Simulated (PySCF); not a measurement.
**C3H3ClO2Si: electronic excitations and core binding energies**

What electronic excitations and core binding energies should C3H3ClO2Si (`O=C=C(C=O)[SiH2]Cl`) show?

Computed with PySCF 2.14.0, with density-fitted response routines of our own, on a single molecule in the gas phase. Atoms count from 0, in the outputs and in this text.

### 1 Starting geometry

10 atoms, charge 0, multiplicity 1; geometry from: GFN2-xTB.

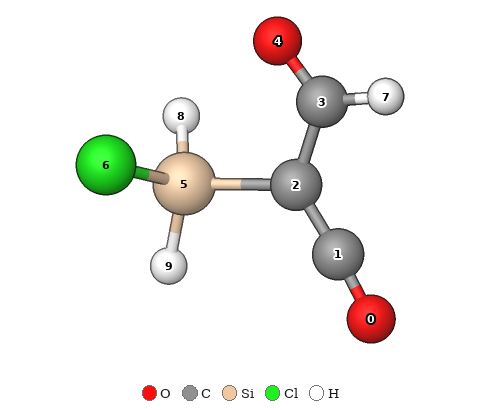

The starting geometry (oxygen red, carbon grey, silicon light orange, chlorine green, hydrogen white), atoms numbered.

### 2 TDDFT and polarisability: B3LYP/def2-SVPD

The job: settings as JSON, then the geometry in Å.

```
{"job": {"kind": "uv", "xc": "B3LYP", "basis": "def2-SVPD", "nstates": 8, "ntriplets": 3}, "charge": 0, "multiplicity": 1}
O      2.397171    -1.382930    -0.892337
C      1.549868    -0.666843    -0.561563
C      0.538731     0.053209    -0.192174
C      0.498016     1.473886     0.046958
O     -0.511114     2.045374     0.385166
Si    -1.174918    -0.741566     0.130304
Cl    -1.471182    -0.752224     2.103593
H      1.447562     2.014712    -0.097130
H     -2.147605     0.073533    -0.576470
H     -1.117648    -2.112497    -0.368876
```

With the program's defaults for keys left out, this is: TDDFT B3LYP/def2-SVPD, vertical, gas phase, core orbitals frozen in the response.

Command:

```sh
$ OMP_NUM_THREADS=1 python probes_run.py task.json out
```

The driver reads the jobs from task.json and runs them one after another.

Output:

```text
coarse grid: 10544 points
cycle   1  E = -1015.5516921101  dE =  1.237e+00  |g| = 1.012e+00  |ddm| = 5.022e+00
cycle   2  E = -1014.2176141447  dE =  1.334e+00  |g| = 2.660e+00  |ddm| = 5.335e+00
cycle   3  E = -1015.7271653584  dE = -1.510e+00  |g| = 3.857e-01  |ddm| = 4.684e+00
cycle   4  E = -1015.7503041209  dE = -2.314e-02  |g| = 2.595e-01  |ddm| = 9.594e-01
cycle   5  E = -1015.7622016733  dE = -1.190e-02  |g| = 1.015e-01  |ddm| = 3.491e-01
cycle   6  E = -1015.7644754647  dE = -2.274e-03  |g| = 1.748e-02  |ddm| = 1.345e-01
cycle   7  E = -1015.7645500413  dE = -7.458e-05  |g| = 7.107e-03  |ddm| = 4.576e-02
cycle   8  E = -1015.7645607435  dE = -1.070e-05  |g| = 1.992e-03  |ddm| = 1.235e-02
cycle   9  E = -1015.7645617962  dE = -1.053e-06  |g| = 6.156e-04  |ddm| = 5.115e-03
final grid: 95832 points
cycle  10  E = -1015.9055975847  dE = -1.461e-05  |g| = 5.448e-03  |ddm| = 8.845e-02
cycle  11  E = -1015.9055711860  dE =  2.640e-05  |g| = 1.265e-02  |ddm| = 1.891e-02
cycle  12  E = -1015.9056035426  dE = -3.236e-05  |g| = 1.001e-03  |ddm| = 1.318e-02
cycle  13  E = -1015.9056037598  dE = -2.172e-07  |g| = 2.444e-04  |ddm| = 1.682e-03
cycle  14  E = -1015.9056037681  dE = -8.290e-09  |g| = 1.349e-04  |ddm| = 4.599e-04
cycle  15  E = -1015.9056037716  dE = -3.500e-09  |g| = 3.261e-05  |ddm| = 2.113e-04
cycle  16  E = -1015.9056037719  dE = -2.665e-10  |g| = 1.245e-05  |ddm| = 8.076e-05
converged SCF energy = -1015.9056037719

Static polarisability (au): isotropic 81.165, principal 62.528 77.286 103.680

Singlet excitations
state   eV       nm        f      main configurations
  1   4.1858    296.2   0.00195   H-1->L 0.95
  2   4.4018    281.7   0.00063   H->L+1 0.95
  3   4.6572    266.2   0.00113   H->L 0.88
  4   5.8430    212.2   0.14161   H-1->L+1 0.62, H-3->L 0.22
  5   6.0298    205.6   0.00255   H-2->L 0.98
  6   6.3092    196.5   0.04995   H-3->L 0.50, H-1->L+2 0.32, H-1->L+1 0.10
  7   6.4759    191.5   0.00370   H->L+2 0.76, H-3->L+1 0.12
  8   6.5225    190.1   0.00071   H-2->L+1 0.72, H->L+2 0.13, H-3->L+1 0.13

Triplet excitations (Tamm-Dancoff, eV): 3.8544 3.9412 4.2045
```

Wall time 43 s (1 thread of Arm Neoverse N1, shared host); peak memory 0.68 GiB.

The orbitals next to the gap, with their largest atomic shares:

```
orbital     eV                        atoms
 HOMO−3  -9.29  Cl6 62 %, Si5 12 %, C2 10 %
 HOMO−2  -9.08  Cl6 62 %, Si5 17 %, H9 10 %
 HOMO−1  -7.95    C2 35 %, O0 18 %, C1 17 %
   HOMO  -7.84     O4 61 %, C3 14 %, H7 8 %
   LUMO  -2.22    C1 36 %, O0 29 %, C2 13 %
 LUMO+1  -1.75    C3 30 %, O4 28 %, C1 16 %
 LUMO+2  -0.46  Si5 29 %, Cl6 22 %, C1 10 %
```

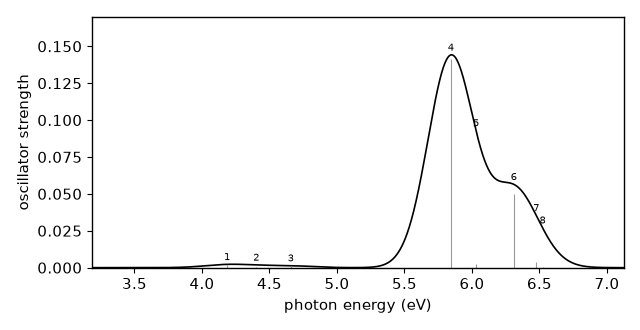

Absorption spectrum from the 8 singlet states computed; above the last one it falls off for lack of states. Lines are broadened to a width of 0.40 eV (Gaussian).

Ground-state properties from the same run:

```csv
property,computed
dipole moment (D),2.01
polarisability (Å³),12.03
HOMO–LUMO gap (eV),5.62
−ε(HOMO) (eV),7.84
```

### 3 Core holes by ΔSCF: SCAN, X2C

The job, as its differences from that of step 2:

```diff
@@ -1,2 +1,2 @@
-{"job": {"kind": "uv", "xc": "B3LYP", "basis": "def2-SVPD", "nstates": 8, "ntriplets": 3}, "charge": 0, "multiplicity": 1}
+{"job": {"kind": "xps"}, "charge": 0, "multiplicity": 1}
 O      2.397171    -1.382930    -0.892337
```

Level: delta-SCF UKS SCAN, pcX-2 on the ionised atom, pcseg-1 elsewhere, spin-free X2C.

Output:

```text
ground state, core basis on atom 0 (O), 152 functions
  cycle   1  E = -1017.95404143  |g| = 9.63e-01
  cycle   2  E = -1015.60755302  |g| = 3.02e+00
  cycle   3  E = -1017.85459727  |g| = 1.07e+00
  cycle   4  E = -1018.12518809  |g| = 2.62e-01
  cycle   5  E = -1018.13207060  |g| = 1.81e-01
  cycle   6  E = -1018.13964216  |g| = 3.11e-02
  cycle   7  E = -1018.13984158  |g| = 1.36e-02
  cycle   8  E = -1018.13988596  |g| = 4.95e-03
  cycle   9  E = -1018.13988831  |g| = 1.37e-03
  cycle  10  E = -1018.13989236  |g| = 4.42e-04
  E(ground) = -1018.18589935 Eh
hole in O 1s of atom 0
  cycle   1  E = -997.43510546  |g| = 2.22e+00
  cycle   2  E = -993.40446458  |g| = 3.31e+00
  cycle   3  E = -996.57681680  |g| = 1.67e+00
  cycle   4  E = -996.64144786  |g| = 1.60e+00
  cycle   5  E = -998.17008827  |g| = 5.06e-01
  cycle   6  E = -998.14001413  |g| = 4.99e-01
  cycle   7  E = -998.28045164  |g| = 1.19e-01
  cycle   8  E = -998.28571742  |g| = 6.19e-02
  cycle   9  E = -998.28748605  |g| = 2.29e-02
  cycle  10  E = -998.28778637  |g| = 8.42e-03
  cycle  11  E = -998.28782659  |g| = 2.60e-03
  cycle  12  E = -998.28783445  |g| = 1.04e-03
  cycle  13  E = -998.28783428  |g| = 7.77e-04
  cycle  14  E = -998.28783522  |g| = 5.31e-04
  cycle  15  E = -998.28783589  |g| = 2.60e-04
  E(ion) = -998.33535098 Eh   <S^2> = 0.7721   hole on atom = 1.000   binding energy = 540.161 eV
ground state, core basis on atom 1 (C), 152 functions
  cycle   1  E = -1018.11516302  |g| = 1.04e-01
  cycle   2  E = -1018.10485972  |g| = 2.39e-01
  cycle   3  E = -1018.11639792  |g| = 3.05e-02
  cycle   4  E = -1018.11653106  |g| = 1.85e-02
  cycle   5  E = -1018.11662807  |g| = 3.70e-03
  cycle   6  E = -1018.11662980  |g| = 1.50e-03
  cycle   7  E = -1018.11662948  |g| = 2.50e-04
  E(ground) = -1018.16678063 Eh
hole in C 1s of atom 1
  cycle   1  E = -1006.71394144  |g| = 1.50e+00
  cycle   2  E = -1001.63611896  |g| = 3.10e+00
  cycle   3  E = -1005.92399697  |g| = 1.54e+00
  cycle   4  E = -1005.74681015  |g| = 1.58e+00
  cycle   5  E = -1007.16450353  |g| = 4.98e-01
  cycle   6  E = -1007.23028224  |g| = 3.72e-01
  cycle   7  E = -1007.26404030  |g| = 2.48e-01
  cycle   8  E = -1007.28674453  |g| = 1.01e-01
  cycle   9  E = -1007.29178182  |g| = 3.14e-02
  cycle  10  E = -1007.29254568  |g| = 9.45e-03
  cycle  11  E = -1007.29263025  |g| = 9.68e-03
  cycle  12  E = -1007.29268004  |g| = 9.43e-03
  cycle  13  E = -1007.29276959  |g| = 5.17e-03
  cycle  14  E = -1007.29279893  |g| = 2.66e-03
  cycle  15  E = -1007.29280392  |g| = 1.34e-03
  cycle  16  E = -1007.29280605  |g| = 6.40e-04
  cycle  17  E = -1007.29280563  |g| = 3.60e-04
  E(ion) = -1007.34142725 Eh   <S^2> = 0.8989   hole on atom = 1.000   binding energy = 294.573 eV
ground state, core basis on atom 2 (C), 152 functions
  cycle   1  E = -1018.11316357  |g| = 6.23e-02
  cycle   2  E = -1018.11264900  |g| = 5.89e-02
  cycle   3  E = -1018.11277093  |g| = 5.28e-02
  cycle   4  E = -1018.11325971  |g| = 1.54e-02
  cycle   5  E = -1018.11332291  |g| = 2.41e-03
  cycle   6  E = -1018.11332266  |g| = 9.24e-04
  cycle   7  E = -1018.11332428  |g| = 3.72e-04
  E(ground) = -1018.16317560 Eh
hole in C 1s of atom 2
  cycle   1  E = -1006.83068337  |g| = 1.53e+00
  cycle   2  E = -1005.19048371  |g| = 2.43e+00
  cycle   3  E = -1007.03112211  |g| = 9.64e-01
  cycle   4  E = -1007.31181490  |g| = 5.18e-01
  cycle   5  E = -1007.40826798  |g| = 1.16e-01
  cycle   6  E = -1007.41351109  |g| = 3.69e-02
  cycle   7  E = -1007.41424742  |g| = 1.31e-02
  cycle   8  E = -1007.41427914  |g| = 1.26e-02
  cycle   9  E = -1007.41434255  |g| = 3.05e-03
  cycle  10  E = -1007.41434778  |g| = 1.05e-03
  cycle  11  E = -1007.41434929  |g| = 6.39e-04
  cycle  12  E = -1007.41434923  |g| = 2.14e-04
  E(ion) = -1007.46258398 Eh   <S^2> = 0.7695   hole on atom = 1.000   binding energy = 291.178 eV
ground state, core basis on atom 3 (C), 152 functions
  cycle   1  E = -1018.11402694  |g| = 5.75e-02
  cycle   2  E = -1018.11385075  |g| = 3.03e-02
  cycle   3  E = -1018.11322383  |g| = 5.92e-02
  cycle   4  E = -1018.11407731  |g| = 5.96e-03
  cycle   5  E = -1018.11408367  |g| = 1.29e-03
  cycle   6  E = -1018.11408546  |g| = 3.91e-04
  E(ground) = -1018.16297802 Eh
hole in C 1s of atom 3
  cycle   1  E = -1006.75675588  |g| = 1.50e+00
  cycle   2  E = -1004.37835599  |g| = 2.38e+00
  cycle   3  E = -1006.94218480  |g| = 7.98e-01
  cycle   4  E = -1006.92824923  |g| = 8.95e-01
  cycle   5  E = -1007.25044206  |g| = 3.56e-01
  cycle   6  E = -1007.30584444  |g| = 1.65e-01
  cycle   7  E = -1007.31061658  |g| = 1.47e-01
  cycle   8  E = -1007.32036324  |g| = 2.08e-02
  cycle   9  E = -1007.32056334  |g| = 4.94e-03
  cycle  10  E = -1007.32057586  |g| = 3.12e-03
  cycle  11  E = -1007.32058108  |g| = 1.29e-03
  cycle  12  E = -1007.32058416  |g| = 6.51e-04
  cycle  13  E = -1007.32058544  |g| = 3.07e-04
  E(ion) = -1007.36763954 Eh   <S^2> = 0.7846   hole on atom = 1.000   binding energy = 293.756 eV
ground state, core basis on atom 4 (O), 152 functions
  cycle   1  E = -1018.13737696  |g| = 9.70e-02
  cycle   2  E = -1018.13567172  |g| = 9.56e-02
  cycle   3  E = -1018.13579549  |g| = 9.27e-02
  cycle   4  E = -1018.13761729  |g| = 1.09e-02
  cycle   5  E = -1018.13763994  |g| = 4.10e-03
  cycle   6  E = -1018.13764575  |g| = 6.87e-04
  cycle   7  E = -1018.13764487  |g| = 2.12e-04
  E(ground) = -1018.18410058 Eh
hole in O 1s of atom 4
  cycle   1  E = -997.52767089  |g| = 2.22e+00
  cycle   2  E = -996.63246842  |g| = 2.35e+00
  cycle   3  E = -997.96315788  |g| = 8.51e-01
  cycle   4  E = -997.97400092  |g| = 8.81e-01
  cycle   5  E = -998.33558190  |g| = 2.96e-01
  cycle   6  E = -998.35713541  |g| = 1.85e-01
  cycle   7  E = -998.37527387  |g| = 2.85e-02
  cycle   8  E = -998.37569260  |g| = 6.42e-03
  cycle   9  E = -998.37571033  |g| = 3.53e-03
  cycle  10  E = -998.37571690  |g| = 1.27e-03
  cycle  11  E = -998.37571961  |g| = 5.66e-04
  cycle  12  E = -998.37571877  |g| = 3.64e-04
  E(ion) = -998.42302098 Eh   <S^2> = 0.7676   hole on atom = 1.000   binding energy = 537.726 eV
ground state, core basis on atom 5 (Si), 163 functions
  cycle   1  E = -1018.20682657  |g| = 2.96e-01
  cycle   2  E = -1018.20112335  |g| = 1.85e-01
  cycle   3  E = -1018.18995814  |g| = 2.92e-01
  cycle   4  E = -1018.20781518  |g| = 2.74e-02
  cycle   5  E = -1018.20795807  |g| = 1.19e-02
  cycle   6  E = -1018.20798801  |g| = 4.91e-03
  cycle   7  E = -1018.20799422  |g| = 1.52e-03
  cycle   8  E = -1018.20799491  |g| = 5.55e-04
  cycle   9  E = -1018.20799432  |g| = 1.12e-04
  E(ground) = -1018.21541987 Eh
hole in Si 1s of atom 5
  cycle   1  E = -949.22464809  |g| = 4.35e+00
  cycle   2  E = -948.31471844  |g| = 2.58e+00
  cycle   3  E = -946.36715058  |g| = 2.02e+00
  cycle   4  E = -950.03894037  |g| = 6.42e-01
  cycle   5  E = -950.21917401  |g| = 3.77e-01
  cycle   6  E = -950.24389318  |g| = 3.23e-01
  cycle   7  E = -950.28377447  |g| = 7.63e-02
  cycle   8  E = -950.28627793  |g| = 3.07e-02
  cycle   9  E = -950.28662541  |g| = 1.76e-02
  cycle  10  E = -950.28675387  |g| = 4.00e-03
  cycle  11  E = -950.28676303  |g| = 1.37e-03
  cycle  12  E = -950.28676219  |g| = 4.62e-04
  E(ion) = -950.29943652 Eh   <S^2> = 0.7523   hole on atom = 1.000   binding energy = 1848.088 eV
hole in Si 2p of atom 5
  cycle   1  E = -1013.88763107  |g| = 1.24e+00
  cycle   2  E = -1013.24449647  |g| = 1.49e+00
  cycle   3  E = -1014.02754017  |g| = 6.07e-01
  cycle   4  E = -1014.16788778  |g| = 3.48e-01
  cycle   5  E = -1014.20446747  |g| = 1.61e-01
  cycle   6  E = -1014.21640640  |g| = 3.49e-02
  cycle   7  E = -1014.21674951  |g| = 2.25e-02
  cycle   8  E = -1014.21693658  |g| = 7.60e-03
  cycle   9  E = -1014.21696835  |g| = 2.19e-03
  cycle  10  E = -1014.21697030  |g| = 6.72e-04
  cycle  11  E = -1014.21696974  |g| = 2.28e-04
  E(ion) = -1014.23322564 Eh   <S^2> = 0.7519   hole on atom = 1.003   binding energy = 108.361 eV
  2p3/2 = 108.190 eV   2p1/2 = 108.816 eV
ground state, core basis on atom 6 (Cl), 163 functions
  cycle   1  E = -1018.29541577  |g| = 4.85e-01
  cycle   2  E = -1018.29534006  |g| = 5.51e-02
  cycle   3  E = -1018.29416504  |g| = 8.17e-02
  cycle   4  E = -1018.29560567  |g| = 3.78e-02
  cycle   5  E = -1018.29592549  |g| = 7.56e-03
  cycle   6  E = -1018.29593808  |g| = 1.88e-03
  cycle   7  E = -1018.29593809  |g| = 3.96e-04
  E(ground) = -1018.32807790 Eh
hole in Cl 1s of atom 6
  cycle   1  E = -913.08303342  |g| = 5.47e+00
  cycle   2  E = -913.14952455  |g| = 2.29e+00
  cycle   3  E = -913.07340925  |g| = 1.48e+00
  cycle   4  E = -914.20892814  |g| = 4.70e-01
  cycle   5  E = -914.03054942  |g| = 7.64e-01
  cycle   6  E = -914.32080091  |g| = 1.23e-01
  cycle   7  E = -914.31853362  |g| = 1.41e-01
  cycle   8  E = -914.32626320  |g| = 2.89e-02
  cycle   9  E = -914.32664957  |g| = 7.19e-03
  cycle  10  E = -914.32667433  |g| = 2.80e-03
  cycle  11  E = -914.32667737  |g| = 9.64e-04
  cycle  12  E = -914.32667750  |g| = 2.55e-04
  E(ion) = -914.36635360 Eh   <S^2> = 0.7520   hole on atom = 1.000   binding energy = 2828.943 eV
hole in Cl 2p of atom 6
  cycle   1  E = -1010.21843548  |g| = 1.71e+00
  cycle   2  E = -1009.95979287  |g| = 1.40e+00
  cycle   3  E = -1010.55391608  |g| = 4.58e-01
  cycle   4  E = -1010.62176693  |g| = 3.62e-01
  cycle   5  E = -1010.66532695  |g| = 1.95e-01
  cycle   6  E = -1010.68148886  |g| = 4.09e-02
  cycle   7  E = -1010.68218772  |g| = 1.95e-02
  cycle   8  E = -1010.68234876  |g| = 1.02e-02
  cycle   9  E = -1010.68238537  |g| = 4.43e-03
  cycle  10  E = -1010.68239127  |g| = 8.17e-04
  cycle  11  E = -1010.68239126  |g| = 2.00e-04
  E(ion) = -1010.72255396 Eh   <S^2> = 0.7517   hole on atom = 1.001   binding energy = 206.957 eV
  2p3/2 = 206.369 eV   2p1/2 = 208.022 eV
```

It took 2.4 min on 1 thread of Arm Neoverse N1, shared host; peak memory 0.48 GiB.

The holes in one table. −ε is the ground-state orbital energy:

| hole | stands for | environment | ΔSCF (eV; 2p as the shell's mean) | −ε (eV) | ⟨S²⟩ |
| --- | --- | --- | --- | --- | --- |
| O1s on O0 | O0 | carbonyl oxygen | 540.16 | 519.4 | 0.772 |
| C1s on C1 | C1 | central carbon of a ketene | 294.57 (doubtful) | 277.9 | 0.899 |
| C1s on C2 | C2 | terminal carbon of a ketene | 291.18 | 274.7 | 0.769 |
| C1s on C3 | C3 | aldehyde carbonyl carbon | 293.76 | 276.7 | 0.785 |
| O1s on O4 | O4 | aldehyde oxygen | 537.73 | 516.8 | 0.768 |
| Si1s on Si5 | Si5 | silicon bonded to C, Cl, 2 H | 1848.09 | 1794.9 | 0.752 |
| Si2p on Si5 | Si5 | silicon bonded to C, Cl, 2 H | 108.40 | 97.7 | 0.752 |
| Cl1s on Cl6 | Cl6 | chlorine bonded to Si | 2828.94 | 2763.9 | 0.752 |
| Cl2p on Cl6 | Cl6 | chlorine bonded to Si | 206.92 | 193.8 | 0.752 |

Doubtful: the ion did not converge, its hole moved, or its ⟨S²⟩ is well above 0.75.

With the spin-orbit splitting: Si5 2p3/2 108.19, 2p1/2 108.82 eV; Cl6 2p3/2 206.37, 2p1/2 208.02 eV. The table gives each 2p level as the mean over the whole 2p shell (two parts 2p3/2, one part 2p1/2), which differs a little from the single hole in the log.

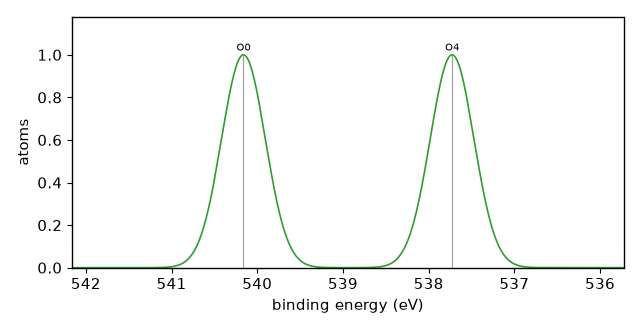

The O1s photoelectron lines, weighted by the number of atoms. Lines are broadened to a width of 0.60 eV (Gaussian).

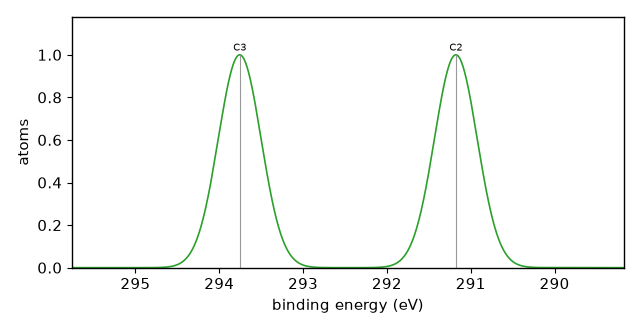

The C1s photoelectron lines, weighted by the number of atoms. Only 2 of the 3 C atoms are covered by sound results. Lines are broadened to a width of 0.60 eV (Gaussian).

### 4 Summary of results

| quantity | value |
| --- | --- |
| lowest singlet (B3LYP/def2-SVPD) | 4.19 eV (296 nm), f = 0.002 |
| brightest single state of those computed | state 4, 5.84 eV, f = 0.142 |
| lowest triplet | 3.85 eV |
| O1s binding energies, SCAN/pcX-2 | O0 540.16, O4 537.73 eV |
| C1s binding energies, SCAN/pcX-2 (standing for 2 of 3 atoms) | C3 293.76, C2 291.18 eV |
| Si1s binding energies, SCAN/pcX-2 | Si5 1848.09 eV |
| Si2p binding energies, SCAN/pcX-2 | Si5 108.40 eV |
| Cl1s binding energies, SCAN/pcX-2 | Cl6 2828.94 eV |
| Cl2p binding energies, SCAN/pcX-2 | Cl6 206.92 eV |

The first singlet state (HOMO−1→LUMO 0.95) lies at 4.19 eV and is weak; of the 8 states computed, the strongest absorption comes from state 4 at 5.84 eV. The lowest triplet lies 0.33 eV below the lowest singlet (triplets in Tamm-Dancoff, singlets in full TDDFT). The O1s levels kept as sound span 2.43 eV, from O4 (aldehyde oxygen) up to O0 (carbonyl oxygen). The C1s levels kept as sound span 2.58 eV, from C2 (terminal carbon of a ketene) up to C3 (aldehyde carbonyl carbon). Only 2 of the 3 C atoms are covered by sound results.
